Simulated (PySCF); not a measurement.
Run report: BNH$_{3}$ (charge +1), geometry relaxation (part 4 of 4)

The same run, continued: BNH$_{3}$, charge +1; B3LYP/def2-TZVP, RKS (PySCF 2.14.0). The atoms were displaced at random from an optimised geometry. The geometry is that of the parent species in another charge or spin state.

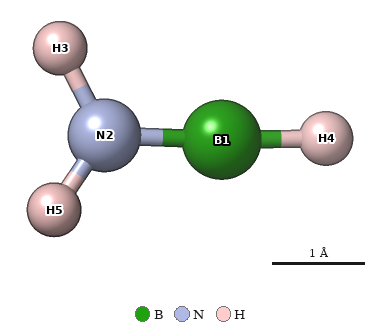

The geometry at step 18 of the log (ball-and-stick view, seen at a tilt; atoms are numbered from 1 in the order of the input).

**Trajectory as extended XYZ (Å, eV, eV/Å), 37 frames, from step=0 to step=36**
```
5
Properties=species:S:1:pos:R:3:forces:R:3 step=0 energy=-2204.17846
B    -0.3208   -0.3575   -0.1050    2.9714   3.4689   0.2243
N     0.5642    0.6596    0.0005   -3.1045  -4.2713   0.4899
H    -0.3894   -1.1145    0.8596    0.0765  -0.0148   0.1655
H    -0.9458   -0.5416   -1.0756   -0.7900  -0.4175  -0.8204
H     1.2152    1.3529    0.2856    0.8469   1.2346  -0.0594
5
Properties=species:S:1:pos:R:3:forces:R:3 step=1 energy=-2204.48224
B    -0.3105   -0.3372   -0.1433    0.3802   0.9703  -0.7675
N     0.5468    0.5962    0.0498   -0.2850  -0.5175   0.2977
H    -0.3224   -1.0371    0.8731    0.0699  -0.0949   0.2677
H    -0.9958   -0.5578   -1.1202   -0.1275  -0.2887   0.1975
H     1.2055    1.3348    0.3057   -0.0375  -0.0691   0.0045
5
Properties=species:S:1:pos:R:3:forces:R:3 step=2 energy=-2204.68057
B    -0.3309   -0.3024   -0.2235   -1.3310  -0.2705  -2.1778
N     0.5273    0.5604    0.0694    0.8636   0.6606   0.7246
H    -0.2100   -0.8955    0.8718    0.4608   0.2130   0.5612
H    -1.0626   -0.6289   -1.1458    0.1698  -0.2170   0.6873
H     1.2001    1.2655    0.3930   -0.1634  -0.3863   0.2049
5
Properties=species:S:1:pos:R:3:forces:R:3 step=3 energy=-2205.50738
B    -0.3920   -0.2763   -0.3322   -1.1293   0.7044  -3.4565
N     0.4963    0.5231    0.0782   -0.5281  -1.5058   1.3981
H    -0.0204   -0.6312    0.8272    1.5518   1.1792   1.0631
H    -1.1380   -0.7399   -1.1516    0.1813  -0.1422   0.7910
H     1.1778    1.1233    0.5435   -0.0757  -0.2355   0.2042
5
Properties=species:S:1:pos:R:3:forces:R:3 step=4 energy=-2206.30143
B    -0.4444   -0.2490   -0.3742   -1.6635   0.5362  -4.3746
N     0.4625    0.4812    0.0993   -0.1517  -1.3345   1.9536
H     0.1149   -0.4381    0.7616    1.8313   0.7850   1.7836
H    -1.1638   -0.8102   -1.1455    0.0990  -0.0397   0.8502
H     1.1546    1.0152    0.6239   -0.1150   0.0528  -0.2129
5
Properties=species:S:1:pos:R:3:forces:R:3 step=5 energy=-2205.02191
B    -0.5024   -0.2111   -0.4109   -2.1576   0.1433  -4.6784
N     0.4253    0.4334    0.1302    3.6371  11.1389  -6.9750
H     0.2533   -0.2101    0.6375   -1.5423 -12.4384  11.8055
H    -1.1803   -0.9061   -1.0992   -0.0188   0.1620   0.7567
H     1.1278    0.8929    0.7073    0.0816   0.9943  -0.9088
5
Properties=species:S:1:pos:R:3:forces:R:3 step=6 energy=-2206.39257
B    -0.4770   -0.2289   -0.3901   -1.8942   0.3825  -4.6096
N     0.4431    0.4586    0.1142    0.8465   1.0957   0.5447
H     0.1848   -0.3330    0.7098    1.1004  -1.9401   3.7684
H    -1.1704   -0.8537   -1.1314    0.0182   0.0436   0.8326
H     1.1433    0.9560    0.6625   -0.0709   0.4184  -0.5363
5
Properties=species:S:1:pos:R:3:forces:R:3 step=7 energy=-2207.07121
B    -0.4683   -0.1990   -0.4802   -0.8134   0.3386  -2.6004
N     0.4379    0.4137    0.1419    0.3025  -0.9866   2.2977
H     0.2063   -0.3870    0.8461    0.7394   0.2939   0.6007
H    -1.1736   -0.7950   -1.1824   -0.3793  -0.2530   0.1785
H     1.1215    0.9661    0.6395    0.1503   0.6071  -0.4766
5
Properties=species:S:1:pos:R:3:forces:R:3 step=8 energy=-2207.20347
B    -0.5058   -0.1547   -0.4941   -0.0286   0.4434  -1.9557
N     0.4308    0.4076    0.1628   -0.3464  -1.6206   2.1013
H     0.2271   -0.4084    0.8682    0.7405   0.6131   0.1244
H    -1.1651   -0.8097   -1.2027   -0.3433   0.0176   0.2677
H     1.1367    0.9640    0.6307   -0.0221   0.5466  -0.5378
5
Properties=species:S:1:pos:R:3:forces:R:3 step=9 energy=-2207.22665
B    -0.5079   -0.1494   -0.5092   -0.1525   0.3495  -2.0044
N     0.4248    0.3967    0.1667    0.1058  -0.3220   1.2013
H     0.2508   -0.3619    0.8461    0.3388  -0.8605   1.3048
H    -1.1732   -0.8281   -1.1894   -0.3239   0.0739   0.2176
H     1.1291    0.9414    0.6506    0.0319   0.7592  -0.7193
5
Properties=species:S:1:pos:R:3:forces:R:3 step=10 energy=-2207.25193
B    -0.5042   -0.1488   -0.5109   -0.0749   0.3883  -1.9131
N     0.4280    0.3983    0.1674   -0.0837  -0.7538   1.4395
H     0.2424   -0.3754    0.8527    0.4644  -0.3866   0.9303
H    -1.1735   -0.8250   -1.1901   -0.3115   0.0749   0.2148
H     1.1311    0.9497    0.6458    0.0059   0.6773  -0.6714
5
Properties=species:S:1:pos:R:3:forces:R:3 step=11 energy=-2207.30011
B    -0.4992   -0.1505   -0.5145   -0.0267   0.4296  -1.8484
N     0.4301    0.3903    0.1757   -0.2053  -0.9290   1.4741
H     0.2378   -0.3863    0.8653    0.5516  -0.1460   0.7886
H    -1.1751   -0.8154   -1.1979   -0.2965   0.0652   0.2085
H     1.1301    0.9608    0.6364   -0.0230   0.5803  -0.6226
5
Properties=species:S:1:pos:R:3:forces:R:3 step=12 energy=-2207.36901
B    -0.4926   -0.1533   -0.5202   -0.0121   0.4553  -1.7984
N     0.4313    0.3757    0.1889   -0.2747  -0.9704   1.4267
H     0.2366   -0.3957    0.8839    0.6096  -0.0177   0.7449
H    -1.1777   -0.8003   -1.2115   -0.2750   0.0529   0.2000
H     1.1261    0.9725    0.6238   -0.0477   0.4798  -0.5730
5
Properties=species:S:1:pos:R:3:forces:R:3 step=13 energy=-2207.46519
B    -0.4842   -0.1570   -0.5290   -0.0232   0.4641  -1.7409
N     0.4311    0.3532    0.2081   -0.2938  -0.8889   1.3024
H     0.2400   -0.4036    0.9111    0.6310   0.0098   0.7792
H    -1.1806   -0.7776   -1.2322   -0.2518   0.0341   0.1794
H     1.1175    0.9839    0.6069   -0.0622   0.3807  -0.5200
5
Properties=species:S:1:pos:R:3:forces:R:3 step=14 energy=-2207.59359
B    -0.4746   -0.1600   -0.5415   -0.0459   0.4380  -1.6385
N     0.4282    0.3216    0.2345   -0.2809  -0.7270   1.1174
H     0.2500   -0.4114    0.9515    0.6121  -0.0184   0.8308
H    -1.1827   -0.7444   -1.2633   -0.2202   0.0222   0.1490
H     1.1029    0.9931    0.5837   -0.0649   0.2852  -0.4588
5
Properties=species:S:1:pos:R:3:forces:R:3 step=15 energy=-2207.75480
B    -0.4652   -0.1591   -0.5580   -0.0513   0.3450  -1.4211
N     0.4205    0.2799    0.2703   -0.2846  -0.5785   0.9109
H     0.2691   -0.4229    1.0110    0.5650   0.0113   0.7608
H    -1.1810   -0.6965   -1.3089   -0.1725   0.0380   0.1153
H     1.0803    0.9974    0.5504   -0.0564   0.1842  -0.3657
5
Properties=species:S:1:pos:R:3:forces:R:3 step=16 energy=-2207.93142
B    -0.4562   -0.1513   -0.5781    0.0005   0.1456  -0.9640
N     0.4048    0.2240    0.3183   -0.3180  -0.3882   0.5742
H     0.3017   -0.4390    1.0945    0.4645   0.0884   0.5352
H    -1.1703   -0.6259   -1.3712   -0.1334   0.0764   0.0445
H     1.0438    0.9911    0.5015   -0.0136   0.0776  -0.1902
5
Properties=species:S:1:pos:R:3:forces:R:3 step=17 energy=-2208.04578
B    -0.4617   -0.1126   -0.6042    0.2865  -0.4867   0.1536
N     0.3669    0.1403    0.3884   -0.4390   0.2771  -0.5399
H     0.3765   -0.4525    1.2138    0.1230  -0.0708   0.2609
H    -1.1422   -0.5272   -1.4654   -0.0335   0.3046   0.0333
H     0.9843    0.9505    0.4320    0.0628  -0.0243   0.0921
5
Properties=species:S:1:pos:R:3:forces:R:3 step=18 energy=-2208.01049
B    -0.4192   -0.1536   -0.6089   -0.2532  -0.2036  -0.3078
N     0.3729    0.1357    0.3837   -0.1824  -0.9580   1.3924
H     0.3473   -0.4859    1.2532    0.3320   1.1810  -1.2114
H    -1.1353   -0.4651   -1.4679   -0.1147   0.0011  -0.1948
H     0.9580    0.9674    0.4044    0.2182  -0.0207   0.3215
5
Properties=species:S:1:pos:R:3:forces:R:3 step=19 energy=-2208.06374
B    -0.4390   -0.1412   -0.6088    0.1084  -0.2595   0.1167
N     0.3660    0.1311    0.3898   -0.2720  -0.0238  -0.0341
H     0.3712   -0.4550    1.2313    0.1629   0.1892  -0.0528
H    -1.1403   -0.4900   -1.4672   -0.1325   0.0947  -0.1856
H     0.9657    0.9537    0.4195    0.1331  -0.0008   0.1557
5
Properties=species:S:1:pos:R:3:forces:R:3 step=20 energy=-2208.05184
B    -0.4556   -0.1399   -0.6124   -0.1494  -0.3129  -0.3751
N     0.3585    0.1534    0.3635    0.3540  -0.0359   1.0220
H     0.3876   -0.4371    1.2151   -0.0622   0.2036  -0.4395
H    -1.1619   -0.5274   -1.4647    0.0183   0.1914   0.0544
H     0.9947    0.9494    0.4632   -0.1607  -0.0463  -0.2618
5
Properties=species:S:1:pos:R:3:forces:R:3 step=21 energy=-2208.06785
B    -0.4469   -0.1430   -0.6115   -0.0154  -0.2793  -0.0927
N     0.3602    0.1387    0.3797    0.0427   0.0684   0.3474
H     0.3839   -0.4425    1.2266    0.0310   0.1050  -0.1546
H    -1.1522   -0.5048   -1.4704   -0.0263   0.1483  -0.0371
H     0.9784    0.9500    0.4402   -0.0321  -0.0427  -0.0630
5
Properties=species:S:1:pos:R:3:forces:R:3 step=22 energy=-2208.07145
B    -0.4433   -0.1560   -0.6114    0.0796  -0.1817   0.1412
N     0.3552    0.1294    0.3936   -0.1333   0.3699  -0.5251
H     0.3968   -0.4326    1.2323    0.0260  -0.2914   0.4026
H    -1.1548   -0.4879   -1.4815    0.0512   0.1339   0.0223
H     0.9696    0.9453    0.4314   -0.0236  -0.0310  -0.0412
5
Properties=species:S:1:pos:R:3:forces:R:3 step=23 energy=-2208.07664
B    -0.4399   -0.1601   -0.6113    0.0272  -0.1449   0.1246
N     0.3518    0.1281    0.3966   -0.0903   0.1327  -0.2331
H     0.3992   -0.4410    1.2401    0.0251  -0.0633   0.1095
H    -1.1526   -0.4736   -1.4846    0.0327   0.0922  -0.0125
H     0.9647    0.9446    0.4236    0.0053  -0.0170   0.0115
5
Properties=species:S:1:pos:R:3:forces:R:3 step=24 energy=-2208.07092
B    -0.4325   -0.1791   -0.6074   -0.0382   0.0724   0.0239
N     0.3493    0.1323    0.3982   -0.0505  -0.4832   0.4318
H     0.3964   -0.4595    1.2506    0.0672   0.4766  -0.4923
H    -1.1496   -0.4469   -1.4875   -0.0100  -0.0370  -0.0637
H     0.9596    0.9503    0.4104    0.0315  -0.0290   0.1004
5
Properties=species:S:1:pos:R:3:forces:R:3 step=25 energy=-2208.07894
B    -0.4354   -0.1756   -0.6093   -0.0392   0.0014   0.0689
N     0.3457    0.1280    0.3992    0.0127  -0.0812   0.0289
H     0.4053   -0.4455    1.2450    0.0177   0.0722  -0.0491
H    -1.1517   -0.4531   -1.4870   -0.0076  -0.0057  -0.0738
H     0.9593    0.9434    0.4164    0.0165   0.0129   0.0251
5
Properties=species:S:1:pos:R:3:forces:R:3 step=26 energy=-2208.07921
B    -0.4359   -0.1761   -0.6101   -0.0782  -0.0277   0.0460
N     0.3438    0.1251    0.4006    0.0507   0.0049  -0.0242
H     0.4104   -0.4415    1.2481   -0.0122  -0.0006  -0.0057
H    -1.1533   -0.4514   -1.4916    0.0441   0.0162  -0.0148
H     0.9582    0.9408    0.4174   -0.0044   0.0068  -0.0012
5
Properties=species:S:1:pos:R:3:forces:R:3 step=27 energy=-2208.07928
B    -0.4353   -0.1767   -0.6100   -0.0655  -0.0177   0.0479
N     0.3457    0.1252    0.3997    0.0273   0.0030  -0.0328
H     0.4074   -0.4413    1.2475    0.0021   0.0032   0.0038
H    -1.1530   -0.4528   -1.4905    0.0378   0.0120  -0.0214
H     0.9583    0.9422    0.4178   -0.0016  -0.0009   0.0025
5
Properties=species:S:1:pos:R:3:forces:R:3 step=28 energy=-2208.07931
B    -0.4351   -0.1771   -0.6101   -0.0580  -0.0160   0.0533
N     0.3463    0.1246    0.3993    0.0203   0.0024  -0.0272
H     0.4065   -0.4410    1.2481    0.0044   0.0064  -0.0022
H    -1.1525   -0.4528   -1.4906    0.0331   0.0099  -0.0266
H     0.9580    0.9424    0.4178    0.0003  -0.0030   0.0028
5
Properties=species:S:1:pos:R:3:forces:R:3 step=29 energy=-2208.07937
B    -0.4349   -0.1778   -0.6101   -0.0484  -0.0159   0.0544
N     0.3474    0.1231    0.3987    0.0112   0.0066  -0.0140
H     0.4052   -0.4402    1.2493    0.0069   0.0061  -0.0086
H    -1.1514   -0.4527   -1.4911    0.0258   0.0071  -0.0324
H     0.9572    0.9423    0.4180    0.0046  -0.0042   0.0007
5
Properties=species:S:1:pos:R:3:forces:R:3 step=30 energy=-2208.07947
B    -0.4353   -0.1785   -0.6097   -0.0377  -0.0183   0.0506
N     0.3483    0.1211    0.3985    0.0013   0.0095   0.0012
H     0.4042   -0.4400    1.2510    0.0083   0.0089  -0.0197
H    -1.1499   -0.4524   -1.4924    0.0202   0.0062  -0.0319
H     0.9565    0.9415    0.4178    0.0079  -0.0066  -0.0001
5
Properties=species:S:1:pos:R:3:forces:R:3 step=31 energy=-2208.07964
B    -0.4372   -0.1798   -0.6080   -0.0192  -0.0197   0.0340
N     0.3489    0.1182    0.3985   -0.0055   0.0120   0.0291
H     0.4039   -0.4406    1.2528    0.0086   0.0100  -0.0287
H    -1.1472   -0.4519   -1.4945    0.0050   0.0034  -0.0316
H     0.9560    0.9393    0.4173    0.0111  -0.0060  -0.0028
5
Properties=species:S:1:pos:R:3:forces:R:3 step=32 energy=-2208.07978
B    -0.4400   -0.1808   -0.6054   -0.0015  -0.0168   0.0117
N     0.3485    0.1162    0.3996   -0.0152  -0.0144   0.0578
H     0.4051   -0.4436    1.2542    0.0090   0.0362  -0.0576
H    -1.1447   -0.4509   -1.4971   -0.0019   0.0037  -0.0156
H     0.9565    0.9368    0.4157    0.0095  -0.0090   0.0036
5
Properties=species:S:1:pos:R:3:forces:R:3 step=33 energy=-2208.07990
B    -0.4413   -0.1807   -0.6048   -0.0072  -0.0165   0.0096
N     0.3463    0.1168    0.4006    0.0075   0.0241   0.0013
H     0.4084   -0.4434    1.2521   -0.0003  -0.0142   0.0098
H    -1.1455   -0.4510   -1.4968   -0.0026   0.0048  -0.0150
H     0.9575    0.9351    0.4160    0.0027   0.0016  -0.0057
5
Properties=species:S:1:pos:R:3:forces:R:3 step=34 energy=-2208.07991
B    -0.4430   -0.1812   -0.6029    0.0012  -0.0072  -0.0053
N     0.3456    0.1169    0.4018   -0.0024  -0.0300   0.0378
H     0.4093   -0.4470    1.2527    0.0023   0.0360  -0.0410
H    -1.1445   -0.4498   -1.4983   -0.0014   0.0044   0.0016
H     0.9583    0.9342    0.4143    0.0002  -0.0035   0.0069
5
Properties=species:S:1:pos:R:3:forces:R:3 step=35 energy=-2208.07994
B    -0.4428   -0.1812   -0.6035   -0.0020  -0.0124   0.0022
N     0.3453    0.1163    0.4019    0.0038   0.0154  -0.0120
H     0.4100   -0.4453    1.2522   -0.0018  -0.0109   0.0125
H    -1.1450   -0.4502   -1.4981    0.0009   0.0064  -0.0007
H     0.9580    0.9335    0.4151   -0.0010   0.0012  -0.0021
5
Properties=species:S:1:pos:R:3:forces:R:3 step=36 energy=-2208.07995
B    -0.4426   -0.1812   -0.6035   -0.0004  -0.0116   0.0031
N     0.3456    0.1164    0.4017    0.0005   0.0068  -0.0024
H     0.4096   -0.4455    1.2523   -0.0002  -0.0015   0.0013
H    -1.1449   -0.4503   -1.4980    0.0001   0.0059  -0.0017
H     0.9580    0.9338    0.4151    0.0000   0.0000  -0.0003
```

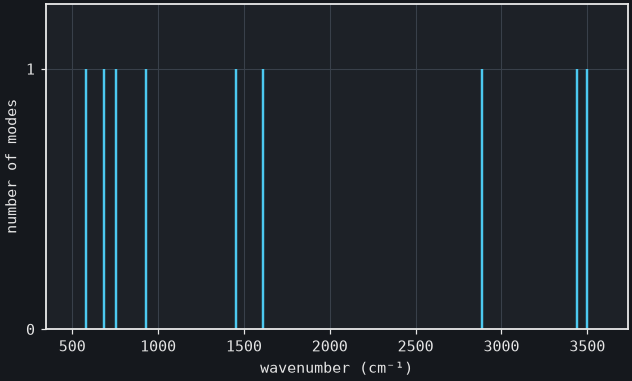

Harmonic vibrational wavenumbers from the force constants; neighbouring modes closer than 13 cm⁻¹ are counted in one stick. 9 modes from 579 to 3501 cm⁻¹, none imaginary.

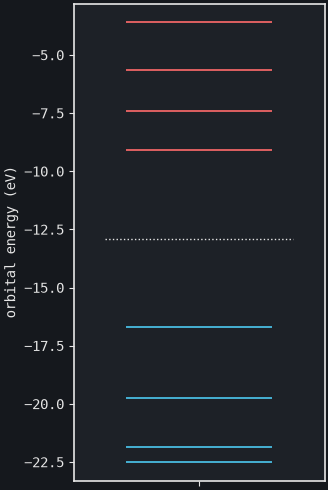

Orbital energies near the frontier; the dotted line parts filled from empty levels, and levels within 0.02 eV of each other stand side by side. Highest filled −16.70 eV, lowest empty −9.09 eV, 7.61 eV apart.

The run was set up as follows.

**Input (calc.py)**
```python
from pyscf import gto, dft, symm
from pyscf.hessian import thermo
from pyscf.geomopt.geometric_solver import kernel as optimise

system = gto.Mole()
system.atom = '''
B   -0.320825  -0.357483  -0.104971
N    0.564219   0.659616   0.000546
H   -0.389354  -1.114494   0.859550
H   -0.945835  -0.541551  -1.075562
H    1.215232   1.352932   0.285560
'''
system.verbose = 3
system.charge = 1
system.basis = 'def2-tzvp'
system.spin = 0
system.max_memory = 1860
system.build()

mf = dft.RKS(system)
mf.xc = 'b3lyp'
mf.grids.level = 4
mf.conv_tol = 1e-10
mf = mf.newton()
converged, mol_eq = optimise(mf, maxsteps=80)
print('converged:', converged)
print(mol_eq.tostring())

mf.reset(mol_eq)
system = mol_eq
mf.kernel()
etot = mf.e_tot
print('E = %.10f Eh' % etot)
hess = mf.Hessian().kernel()
modes = thermo.harmonic_analysis(system, hess)
thermo.dump_normal_mode(system, modes)
symm.geom.TOLERANCE = 1e-3  # for the symmetry number
th = thermo.thermo(mf, modes['freq_au'], 298.15, 101325)
thermo.dump_thermo(system, th)
```

Launch command:
```bash
OMP_NUM_THREADS=1 python calc.py
```

**Results in brief**

| quantity | value |
| --- | --- |
| outcome | converged |
| total energy | −81.145441 hartree |
| basis functions | 80 |
| HOMO | −16.70 eV |
| LUMO | −9.09 eV |
| zero-point energy | 0.036076 hartree |
| wavenumbers, lowest and highest | 579 and 3501 cm⁻¹ |
| hardware | 1 thread of Arm Neoverse V1, 112 GiB of memory available, shared host |
| wall time | 8.1 min |
| peak memory | 1.1 GiB |

Further notes kept with the run: dipole of an ion depends on the origin; symmetry number missed.
